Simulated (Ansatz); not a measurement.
# GeH(OAc)3 (C6H10GeO6): one molecule under many settings

How do the results and run time of GeH(OAc)3 (C6H10GeO6) respond when the settings are drawn wide?

Method: the settings change from run to run; program: Ansatz 0.2.0, Gaussian basis.

## 1. The geometry

The geometry comes from an earlier relaxation with PBE-D4/def2-SVP; it is a stationary point, not always the lowest conformer.

23 atoms, charge 0, spin multiplicity 1.

Atoms are counted from 1 here; the program's logs count them from 0.

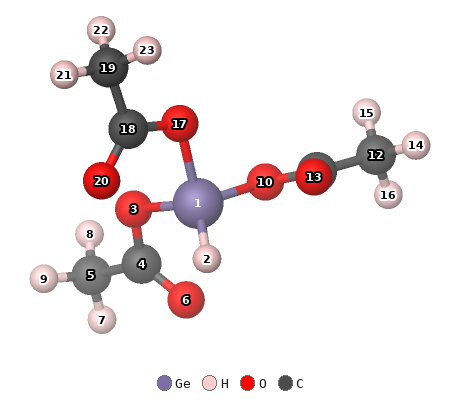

The geometry (germanium purple, hydrogen pink, oxygen red, carbon dark grey); atoms are numbered from 1 in the order of the file.

## 2. B97M-V/STO-3G

This run has multiplicity 3.

File in.yaml:

```yaml
crystal:
  periodic: [false, false, false]
  atoms:
    - {symbol: Ge, position_ang: [0.004544, -0.009508, 0.649422]}
    - {symbol: H, position_ang: [0.017696, -0.032729, 2.173799]}
    - {symbol: O, position_ang: [1.625745, -0.045100, -0.245181]}
    - {symbol: C, position_ang: [2.382647, 0.959551, 0.225506]}
    - {symbol: C, position_ang: [3.749011, 1.035217, -0.400885]}
    - {symbol: O, position_ang: [1.954930, 1.717196, 1.092071]}
    - {symbol: H, position_ang: [4.297166, 1.909510, -0.010481]}
    - {symbol: H, position_ang: [3.654176, 1.099224, -1.502678]}
    - {symbol: H, position_ang: [4.309241, 0.104965, -0.179168]}
    - {symbol: O, position_ang: [-0.774649, 1.439546, -0.200935]}
    - {symbol: C, position_ang: [-2.023646, 1.577526, 0.273136]}
    - {symbol: C, position_ang: [-2.772989, 2.740533, -0.319259]}
    - {symbol: O, position_ang: [-2.466269, 0.801680, 1.115795]}
    - {symbol: H, position_ang: [-3.801133, 2.771925, 0.079752]}
    - {symbol: H, position_ang: [-2.790468, 2.652064, -1.423375]}
    - {symbol: H, position_ang: [-2.242322, 3.683595, -0.079971]}
    - {symbol: O, position_ang: [-0.860428, -1.382115, -0.244014]}
    - {symbol: C, position_ang: [-0.353372, -2.546210, 0.193530]}
    - {symbol: C, position_ang: [-0.984587, -3.758745, -0.435984]}
    - {symbol: O, position_ang: [0.539811, -2.566422, 1.036042]}
    - {symbol: H, position_ang: [-0.483740, -4.674935, -0.079556]}
    - {symbol: H, position_ang: [-0.919275, -3.686691, -1.539378]}
    - {symbol: H, position_ang: [-2.062091, -3.790068, -0.178186]}
basis:
  gaussian: {orbitals: STO-3G}
magnetization: {spin_polarized: true, initial_magnetization: 2}
hamiltonian: {xc: {name: B97M-V}}
scf: {omitted_lower_state_checks: [starts]}
```

Launch:

```
$ ansatz run in.yaml --threads 2 --pin off --events-out ev --progress --plain --max-ram 22528MiB --backend cuda --devices 0, --max-vram 18GiB
```

Standard output, cut to the lines that bear on the results:

```text
Functional definition: B97M-V
  name "B97M-V"
  cite "Mardirossian & Head-Gordon, J. Chem. Phys. 142, 074111 (2015) doi:10.1063/1.4907719"
  cite "Becke, J. Chem. Phys. 107, 8554 (1997) doi:10.1063/1.475007"
  cite "Vydrov & Van Voorhis, J. Chem. Phys. 133, 244103 (2010) doi:10.1063/1.3521275"
  # Of w^i u^j: cxij and so on, Table III.
[...]
  gx(w, u) = cx00 + cx01*u + cx02*u^2 + (cx10 + cx11*u)*w
  gss(w, u) = css00 + css02*u^2 + css10*w + (css32*w^3 + css42*w^4)*u^2
  gos(w, u) = cos00 + cos01*u + cos03*u^3 + cos10*w + cos32*w^3*u^2
[...]
      + integral(e_c_pw_mod_opposite_spin*gos(b97_w_opposite, b97_u_opposite)) + vv10(b, c)
[...]
1211 factors; integrals over basis functions are off by at most 4.9e-5 eV
[...]
mean field -74281.02713052 eV, -2729.7773975580 hartree, gradient 1.3e-5 eV, S^2 2.004017; 0 other end points of the search recorded, 0 dependent functions left out
reference -74281.02718917 eV, -2729.7773997135 hartree; 64, 62 occupied and 24, 26 virtual orbitals, 1211 factors
Total energy: -74281.02718917 eV, -2729.7773997135 hartree
Checks for a lower state left out: starts
```

Run time: 7 s. Hardware: 1 × H100 (card shared with other runs) with 2 threads of AMD EPYC 7R13, shared host; peak host memory 1.2 GiB.

⟨S²⟩ 2.004.

## 3. LC-wPBE/def2-mTZVPP

Changes to in.yaml since step 2:

```diff
@@ -27,5 +27,4 @@
 basis:
-  gaussian: {orbitals: STO-3G}
-magnetization: {spin_polarized: true, initial_magnetization: 2}
-hamiltonian: {xc: {name: B97M-V}}
+  gaussian: {orbitals: def2-mTZVPP}
+hamiltonian: {xc: {name: LC-wPBE}}
 scf: {omitted_lower_state_checks: [starts]}
```

The command is unchanged.

Standard output, cut to the lines that bear on the results:

```text
Functional definition: LC-wPBE
  name "LC-wPBE"
  cite "Vydrov & Scuseria, J. Chem. Phys. 125, 234109 (2006) doi:10.1063/1.2409292"
  cite "Heyd & Scuseria, J. Chem. Phys. 120, 7274 (2004) doi:10.1063/1.1668634"
  cite "Ernzerhof & Perdew, J. Chem. Phys. 109, 3313 (1998) doi:10.1063/1.476928"
  cite "Perdew, Burke & Ernzerhof, Phys. Rev. Lett. 77, 3865 (1996) doi:10.1103/PhysRevLett.77.3865"
  parent pbe
[...]
2933 factors; their error is unknown
1068 factors; integrals over basis functions are off by at most 1.6e-5 eV
[...]
mean field -75176.81464858 eV, -2762.6969816603 hartree, gradient 5.3e-5 eV, S^2 0.000000; 0 other end points of the search recorded, 0 dependent functions left out
reference -75176.81464859 eV, -2762.6969816606 hartree; 63, 63 occupied and 281, 281 virtual orbitals, 2933 factors
Total energy: -75176.81464859 eV, -2762.6969816606 hartree
Checks for a lower state left out: starts
```

It took 4.1 s on 1 × H100 (card shared with other runs) with 2 threads of AMD EPYC 7R13, shared host; peak host memory 0.96 GiB.

## 4. wB97X-V/cc-pVTZ-DK

Set apart from the defaults: charge +1, multiplicity 2, density fitting with def2-universal-jkfit, the search for lower states set to full.

Changes to in.yaml since step 3:

```diff
@@ -27,4 +27,6 @@
 basis:
-  gaussian: {orbitals: def2-mTZVPP}
-hamiltonian: {xc: {name: LC-wPBE}}
-scf: {omitted_lower_state_checks: [starts]}
+  gaussian: {orbitals: cc-pVTZ-DK, fitting: {mean_field: def2-universal-jkfit}}
+total_charge: 1
+magnetization: {spin_polarized: true, initial_magnetization: 1}
+hamiltonian: {xc: {name: wB97X-V}}
+scf: {lower_state_search: full}
```

Same command.

Standard output, cut to the lines that bear on the results:

```text
Functional definition: wB97X-V
  name "wB97X-V"
  cite "Mardirossian & Head-Gordon, Phys. Chem. Chem. Phys. 16, 9904 (2014) doi:10.1039/C3CP54374A"
  cite "Becke, J. Chem. Phys. 107, 8554 (1997) doi:10.1063/1.475007"
  cite "Vydrov & Van Voorhis, J. Chem. Phys. 133, 244103 (2010) doi:10.1063/1.3521275"
[...]
      + integral(e_c_pw_opposite_spin*poly(b97_u_opposite, cos0, cos1)) + vv10(b, c)
1358 factors; integrals over basis functions are off by at most 1.0e0 eV
1358 factors; integrals over basis functions are off by at most 8.5e-7 eV
[...]
mean field -75779.62826875 eV, -2784.8499735996 hartree, gradient 2.1e-5 eV, S^2 0.756050; 9 other end points of the search recorded, 0 dependent functions left out
reference -75779.62826566 eV, -2784.8499734862 hartree; 63, 62 occupied and 480, 481 virtual orbitals, 1358 factors
Total energy: -75779.62826566 eV, -2784.8499734862 hartree
Relativity: scalar
```

It took 41 s on 1 × H100 (card shared with other runs) with 2 threads of AMD EPYC 7R13, shared host; peak host memory 1.4 GiB.

⟨S²⟩ 0.756.

## 5. BLYP/ANO-RCC-VTZP

Options: charge +1, multiplicity 2, density fitting with def2-universal-jkfit, D3(BJ) with three-body dispersion.

Changes to in.yaml since step 4:

```diff
@@ -27,6 +27,5 @@
 basis:
-  gaussian: {orbitals: cc-pVTZ-DK, fitting: {mean_field: def2-universal-jkfit}}
+  gaussian: {orbitals: ANO-RCC-VTZP, fitting: {mean_field: def2-universal-jkfit}}
 total_charge: 1
 magnetization: {spin_polarized: true, initial_magnetization: 1}
-hamiltonian: {xc: {name: wB97X-V}}
-scf: {lower_state_search: full}
+hamiltonian: {xc: {name: BLYP}, dispersion: d3bjatm}
```

The command is unchanged.

Standard output, cut to the lines that bear on the results:

```text
Functional definition: BLYP
  name "BLYP"
  cite "Becke, Phys. Rev. A 38, 3098 (1988) doi:10.1103/PhysRevA.38.3098"
  cite "Lee, Yang & Parr, Phys. Rev. B 37, 785 (1988) doi:10.1103/PhysRevB.37.785"
[...]
1358 factors; integrals over basis functions are off by at most 5.3e-1 eV
[...]
mean field -75791.74460521 eV, -2785.2952407519 hartree, gradient 1.8e-5 eV, S^2 0.752804; 4 other end points of the search recorded, 0 dependent functions left out
reference -75791.74529548 eV, -2785.2952661187 hartree; 63, 62 occupied and 480, 481 virtual orbitals, 1358 factors
Total energy: -75792.93846431 eV, -2785.3391142645 hartree
Relativity: scalar
```

Run time: 24 s. Hardware: 1 × H100 (card shared with other runs) with 2 threads of AMD EPYC 7R13, shared host; peak host memory 1.3 GiB.

⟨S²⟩ 0.753.

## 6. All runs side by side

| level | charge | multiplicity | geometry | functions | energy (eV) | time |
| --- | --- | --- | --- | --- | --- | --- |
| B97M-V/STO-3G | 0 | 3 | relaxed | 88 | -74281.027 | 7 s |
| LC-wPBE/def2-mTZVPP | 0 | 1 | relaxed | 344 | -75176.815 | 4.1 s |
| wB97X-V/cc-pVTZ-DK | 1 | 2 | relaxed | 543 | -75779.628 | 41 s |
| BLYP/ANO-RCC-VTZP | 1 | 2 | relaxed | 543 | -75792.938 | 24 s |

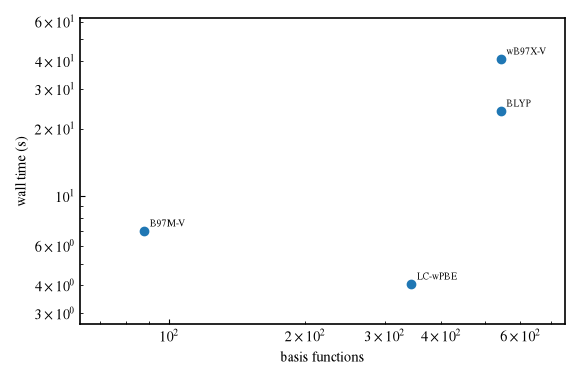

Wall time against the number of basis functions (shared host).

## 7. What came out

```
quantity                       value
    runs                           4
quickest  LC-wPBE/def2-mTZVPP, 4.1 s
 slowest    wB97X-V/cc-pVTZ-DK, 41 s
```

The runs differ in state or geometry as well as level, so their energies can't be set against each other. Run time spans a factor of 10, from LC-wPBE/def2-mTZVPP to wB97X-V/cc-pVTZ-DK. The jobs differ in tasks and options as well as level.
